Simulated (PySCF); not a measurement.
Frequency calculation, with input and output: GaHBrF

GaHBrF, computed with HF/pcseg-0, RHF (PySCF 2.14.0).

The geometry was optimised with HF/pcseg-0 symmetrised. Figures and captions count atoms from 1; the log counts them from 0 in places.

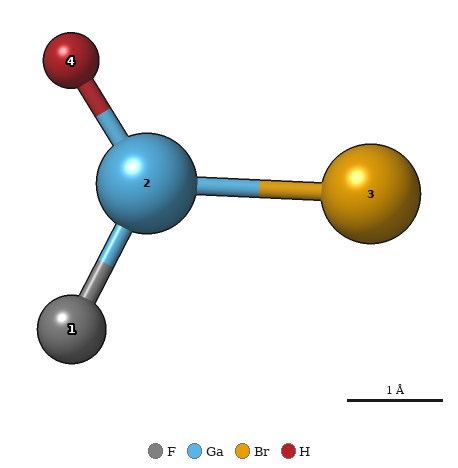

*The structure (ball-and-stick view, seen on its broad side; atoms are numbered from 1 in the order of the input). Sticks mark near contacts.*

### Key numbers

```tsv
quantity	value
outcome	converged
total energy	−4589.857102 hartree
basis functions	55
HOMO	−11.55 eV
LUMO	0.98 eV
zero-point energy	0.010585 hartree
dipole moment	2.82 D
wavenumbers, lowest and highest	180 and 2170 cm⁻¹
hardware	1 thread of Arm Neoverse V1, 24 GiB of memory available, shared host
wall time	17 s
peak memory	0.47 GiB
```

### Input file (job.py)
```python
from pyscf import gto, symm
from pyscf.hessian import thermo

mol = gto.M(
    atom=[
    ('F', (-2.230285, 0.143939, -0.166719)),
    ('Ga', (-0.622351, 0.740677, -0.384332)),
    ('Br', (1.077959, -0.706943, 0.387942)),
    ('H', (-0.366333, 2.094059, -1.025819)),
],
    max_memory=1860,
    verbose=3,
    basis='pcseg-0',
)

calc0 = mol.RHF()
calc0 = calc0.density_fit(auxbasis='def2-universal-jkfit')
calc0.kernel()

energy = calc0.e_tot
print('E(%s) = %.9f' % ('HF', energy))
hess = calc0.Hessian().kernel()
modes = thermo.harmonic_analysis(mol, hess)
thermo.dump_normal_mode(mol, modes)
symm.geom.TOLERANCE = 1e-3  # for the symmetry number
th = thermo.thermo(calc0, modes['freq_au'], 800, 101325)
thermo.dump_thermo(mol, th)
```

Launched with:
```bash
OMP_NUM_THREADS=1 python job.py
```

### Output
```
converged SCF energy = -4589.85710161525
E(HF) = -4589.857101615
Mode                                 0                   1                   2
Irrep
Freq [cm^-1]                      180.5020            291.1250            491.0047
Reduced mass [au]                  21.2170             46.7284              1.1277
Force const [Dyne/A]                0.4073              2.3334              0.1602
Char temp [K]                     259.7021            418.8640            706.4464
Normal mode                   x     y     z       x     y     z       x     y     z
       0   F                 0.10 -0.14  0.07    0.02  0.02 -0.01   -0.00  0.02  0.04
       1  Ga                 0.02  0.04 -0.02    0.05 -0.06  0.03    0.00 -0.01 -0.03
       2  Br                -0.04 -0.00 -0.00   -0.05  0.05 -0.03   -0.00  0.00  0.01
       3   H                -0.07  0.05 -0.03    0.06 -0.06  0.03   -0.04  0.41  0.85
Mode                                 3                   4                   5
Irrep
Freq [cm^-1]                      724.2974            789.4241           2169.8957
Reduced mass [au]                   1.1056              9.8250              1.0213
Force const [Dyne/A]                0.3417              3.6075              2.8331
Char temp [K]                    1042.1027           1135.8055           3121.9967
Normal mode                   x     y     z       x     y     z       x     y     z
       0   F                 0.05 -0.01  0.01    0.18  0.07 -0.03    0.00  0.00 -0.00
       1  Ga                -0.03 -0.00 -0.00   -0.05 -0.02  0.01    0.00  0.01 -0.01
       2  Br                -0.00  0.00 -0.00    0.00 -0.00  0.00    0.00  0.00 -0.00
       3   H                 0.93 -0.14  0.11   -0.24  0.01 -0.02   -0.18 -0.88  0.42
temperature 800.0000 [K]
pressure 101325.00 [Pa]
Rotational constants [GHz] 15.06721 1.75565 1.57243
Symmetry number 1
Zero-point energy (ZPE) 0.01058 [Eh]   27790.739 [J/mol]
                           tot       elec      trans        rot        vib
Entropy [J/mol/K]       370.952      0.000    193.287    122.974     54.691
Cv [J/mol/K]             66.050      0.000     12.472     12.472     41.107
Cp [J/mol/K]             74.365      0.000     20.786     12.472     41.107
Internal energy [J/mol]                      9977.352   9977.352  49404.385
Internal energy [Eh]   -4589.83068  -4589.85710
Enthalpy [J/mol]                            16628.920   9977.352  49404.385
Enthalpy [Eh]          -4589.82815
Gibbs free energy [J/mol]                  -138000.860 -88401.731   5651.361
Gibbs free energy [Eh] -4589.94118
```

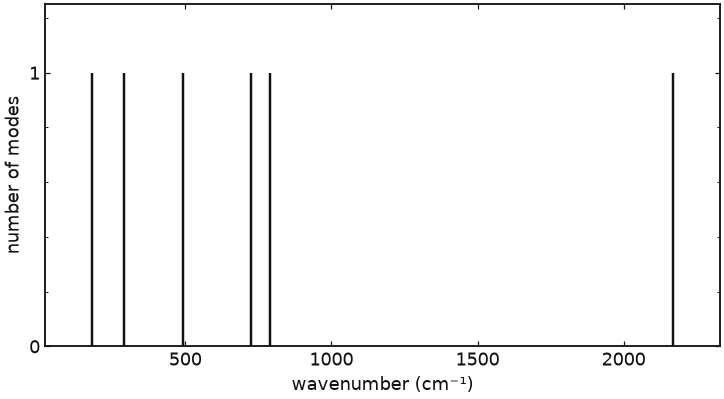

*Harmonic vibrational wavenumbers from the force constants; neighbouring modes closer than 9 cm⁻¹ are counted in one stick.*

6 modes from 180 to 2170 cm⁻¹, none imaginary.

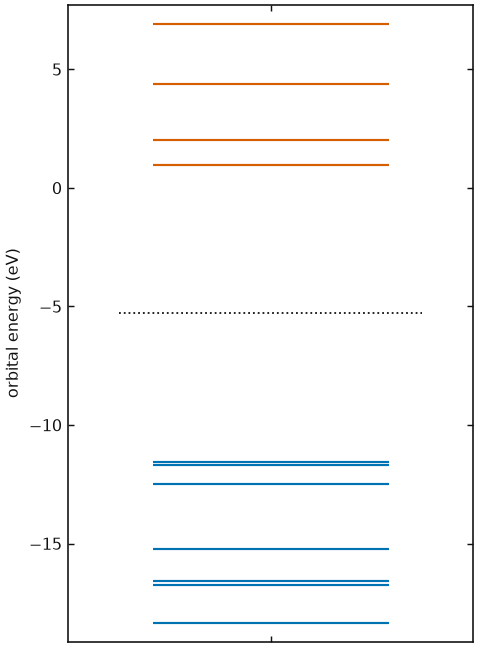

*Orbital energies near the frontier; the dotted line parts filled from empty levels, and levels within 0.02 eV of each other stand side by side.*

Highest filled −11.55 eV, lowest empty 0.98 eV, 12.53 eV apart.
